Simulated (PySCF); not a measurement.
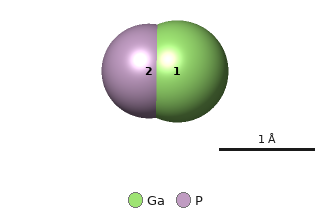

Fig. 1: The structure (ball-and-stick view, seen at a tilt; atoms are numbered from 1 in the order of the input). Sticks mark near contacts. Bond lengths as drawn: Ga–P 0.30 Å.

**GaP (charge +1): single-point calculation**

- system: GaP, charge +1, multiplicity 4
- method: UHF/pcseg-1, mp2 (PySCF 2.14.0)

Some settings of this run were made unusual or wrong on purpose.

### Input file
```python
from pyscf import gto, scf, mp

mol = gto.M(
    atom='Ga 0 0 0; P 0 0 0.3',
    basis='pcseg-1',
    charge=1,
    spin=3,
    symmetry=True,
    verbose=4,
)
mf = scf.UHF(mol)
mf.kernel()
mp.MP2(mf, frozen=14).kernel()
mf.dip_moment()
print('orbital energies (hartree):', [e[max(0, n-3):n+3].round(4) for e, n in zip(mf.mo_energy, mol.nelec)])
```

Machine: 1 CPU thread, shared host.

Command:
```bash
python input.py
```

### What the program printed
```
PySCF version 2.14.0

[INPUT] verbose = 4
[INPUT] num. atoms = 2
[INPUT] num. electrons = 45
[INPUT] charge = 1
[INPUT] spin (= nelec alpha-beta = 2S) = 3
[INPUT] symmetry True subgroup None
[INPUT] Mole.unit = angstrom
[INPUT] Symbol           X                Y                Z      unit          X                Y                Z       unit  Magmom
[INPUT]  1 Ga     0.000000000000   0.000000000000   0.000000000000 AA    0.000000000000   0.000000000000   0.000000000000 Bohr   0.0
[INPUT]  2 P      0.000000000000   0.000000000000   0.300000000000 AA    0.000000000000   0.000000000000   0.566917837370 Bohr   0.0

nuclear repulsion = 820.224676926
point group symmetry = Coov
symmetry origin: [0.         0.         0.18486451]
symmetry axis x: [1. 0. 0.]
symmetry axis y: [0. 1. 0.]
symmetry axis z: [0. 0. 1.]
num. orbitals of irrep A1 = 19
num. orbitals of irrep E1x = 10
num. orbitals of irrep E1y = 10
num. orbitals of irrep E2x = 3
num. orbitals of irrep E2y = 3
number of shells = 6
number of NR pGTOs = 126
number of NR cGTOs = 45
basis = pcseg-1
ecp = {}

******** <class 'pyscf.scf.uhf_symm.SymAdaptedUHF'> ********
method = SymAdaptedUHF
initial guess = minao
damping factor = 0
level_shift factor = 0
DIIS = <class 'pyscf.scf.diis.CDIIS'>
diis_start_cycle = 1
diis_space = 8
diis_damp = 0
SCF conv_tol = 1e-09
SCF conv_tol_grad = None
SCF max_cycles = 50
direct_scf = True
direct_scf_tol = 1e-13
number electrons alpha = 24  beta = 21
Freeze 0 electrons in irreps []
    45 free electrons in irreps A1 E1x E1y E2x E2y
Set gradient conv threshold to 3.16228e-05
init E= -2241.14121715693
alpha HOMO (E1x) = 0.0301572856417625  LUMO (E1x) = 0.0301572856417625
beta  HOMO (E1x) = -0.522283265378978  LUMO (E1x) = -0.522283265378978

WARN: HOMO 0.0301572856417625 >= LUMO -0.522283265378978

WARN: alpha-A1 HOMO 0.00919944999184708 > system LUMO -0.522283265378978

WARN: alpha-E1x HOMO 0.0301572856417625 > system LUMO -0.522283265378978

WARN: alpha-E1y HOMO -0.522283265378978 > system LUMO -0.522283265378978

WARN: alpha-E1y LUMO 0.0301572856417625 < system HOMO 0.0301572856417625

WARN: beta-A1 LUMO 0.00919944999184708 < system HOMO 0.0301572856417625

WARN: beta-E1x HOMO -0.522283265378978 > system LUMO -0.522283265378978

WARN: beta-E1x LUMO 0.0301572856417625 < system HOMO 0.0301572856417625

WARN: beta-E1y LUMO -0.522283265378978 < system HOMO 0.0301572856417625

cycle= 1 E= -2110.27745055972  delta_E=  131  |g|= 1.75  |ddm|= 98.2
alpha HOMO (E1x) = -0.618889286447648  LUMO (A1) = -0.559557984870413
beta  HOMO (E1x) = -2.0313659611489  LUMO (A1) = -1.32383217629311

WARN: HOMO -0.618889286447648 >= LUMO -1.32383217629311

WARN: alpha-E1x HOMO -0.618889286447648 > system LUMO -1.32383217629311

WARN: alpha-E1y HOMO -0.618889286447648 > system LUMO -1.32383217629311

WARN: beta-A1 LUMO -1.32383217629311 < system HOMO -0.618889286447648

cycle= 2 E= -2111.62455994975  delta_E= -1.35  |g|= 0.636  |ddm|= 64.3
alpha HOMO (E1x) = -0.48296810520145  LUMO (A1) = -0.262966305258562
beta  HOMO (E1x) = -1.49438016348464  LUMO (A1) = -0.592098164964398

WARN: HOMO -0.48296810520145 >= LUMO -0.592098164964398

WARN: alpha-E1x HOMO -0.48296810520145 > system LUMO -0.592098164964398

WARN: alpha-E1y HOMO -0.48296810520145 > system LUMO -0.592098164964398

WARN: beta-A1 LUMO -0.592098164964398 < system HOMO -0.48296810520145

cycle= 3 E= -2111.73892592753  delta_E= -0.114  |g|= 0.149  |ddm|= 12.8
alpha HOMO (E1x) = -0.488838152850877  LUMO (A1) = -0.196739400285647
beta  HOMO (E1x) = -1.42047903179531  LUMO (A1) = -0.44265927096296
  HOMO = -0.488838152851  LUMO = -0.442659270963  gap/eV = 1.25659
cycle= 4 E= -2111.74966260948  delta_E= -0.0107  |g|= 0.0226  |ddm|= 3.34
alpha HOMO (E1x) = -0.486710266318958  LUMO (A1) = -0.188961360343935
beta  HOMO (E1x) = -1.41124931049088  LUMO (A1) = -0.424987905606567
  HOMO = -0.486710266319  LUMO = -0.424987905607  gap/eV = 1.67955
cycle= 5 E= -2111.75057043462  delta_E= -0.000908  |g|= 0.00736  |ddm|= 0.51
alpha HOMO (E1x) = -0.486388798908035  LUMO (A1) = -0.186576512714726
beta  HOMO (E1x) = -1.40868815714586  LUMO (A1) = -0.421522401673283
  HOMO = -0.486388798908  LUMO = -0.421522401673  gap/eV = 1.76510
cycle= 6 E= -2111.75073405832  delta_E= -0.000164  |g|= 0.00187  |ddm|= 0.229
alpha HOMO (E1x) = -0.485822707307558  LUMO (A1) = -0.185749849560377
beta  HOMO (E1x) = -1.40717465685779  LUMO (A1) = -0.419962974537849
  HOMO = -0.485822707308  LUMO = -0.419962974538  gap/eV = 1.79213
cycle= 7 E= -2111.75074429681  delta_E= -1.02e-05  |g|= 0.000256  |ddm|= 0.0533
alpha HOMO (E1x) = -0.485806932967623  LUMO (A1) = -0.185703177240566
beta  HOMO (E1x) = -1.40708131555096  LUMO (A1) = -0.419854598405504
  HOMO = -0.485806932968  LUMO = -0.419854598406  gap/eV = 1.79465
cycle= 8 E= -2111.75074443575  delta_E= -1.39e-07  |g|= 5.22e-05  |ddm|= 0.00943
alpha HOMO (E1x) = -0.485806690799192  LUMO (A1) = -0.185716792124961
beta  HOMO (E1x) = -1.40710181877379  LUMO (A1) = -0.419872039452056
  HOMO = -0.485806690799  LUMO = -0.419872039452  gap/eV = 1.79417
cycle= 9 E= -2111.75074444084  delta_E= -5.09e-09  |g|= 8.67e-06  |ddm|= 0.00148
alpha HOMO (E1x) = -0.485805661582141  LUMO (A1) = -0.185716191617058
beta  HOMO (E1x) = -1.40709910341165  LUMO (A1) = -0.419869220553071
  HOMO = -0.485805661582  LUMO = -0.419869220553  gap/eV = 1.79422
cycle= 10 E= -2111.75074444098  delta_E= -1.37e-10  |g|= 2.28e-06  |ddm|= 0.000332
```

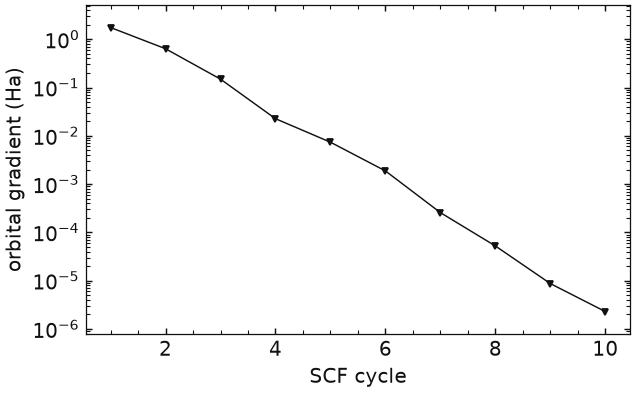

Fig. 2: Convergence of the self-consistent field: orbital gradient against the SCF cycle. The residual falls at every step.

```
alpha HOMO (E1x) = -0.485805602574384  LUMO (A1) = -0.185716114966379
beta  HOMO (E1x) = -1.40709887067753  LUMO (A1) = -0.41986899570438
  HOMO = -0.485805602574  LUMO = -0.419868995704  gap/eV = 1.79423
Extra cycle  E= -2111.75074444099  delta_E= -1.09e-11  |g|= 1.1e-06  |ddm|= 5.72e-05
converged SCF energy = -2111.75074444099  <S^2> = 3.7554583  2S+1 = 4.0027282

******** <class 'pyscf.mp.ump2.UMP2'> ********
nocc = (np.int64(10), np.int64(7)), nmo = (31, 31)
frozen orbitals 14
E(UMP2) = -2111.8223650794  E_corr = -0.0716206384170544
E(SCS-UMP2) = -2111.81854457855  E_corr = -0.0678001375627684
E_corr(same-spin) = -0.0209361098511887
E_corr(oppo-spin) = -0.0506845285658657

WARN: System has nonzero charge 1; the dipole moment is origin-dependent.
Location of origin: [0. 0. 0.]

Dipole moment(X, Y, Z, Debye):  0.00000,  0.00000,  3.28511
orbital energies (hartree): [array([-1.0263, -0.4858, -0.4858, -0.1857, -0.1036, -0.0858]), array([-1.7183, -1.4071, -1.4071, -0.4199, -0.1427, -0.0926])]
```

### What the run reported

| quantity | value |
| --- | --- |
| outcome | converged |
| SCF energy | −2111.750744 hartree |
| ⟨S²⟩ | 3.755 |
| wall time | 2 s |

Some settings of this run were drawn to be unusual or wrong. It converged; results that depend on the unusual settings are not reference values.
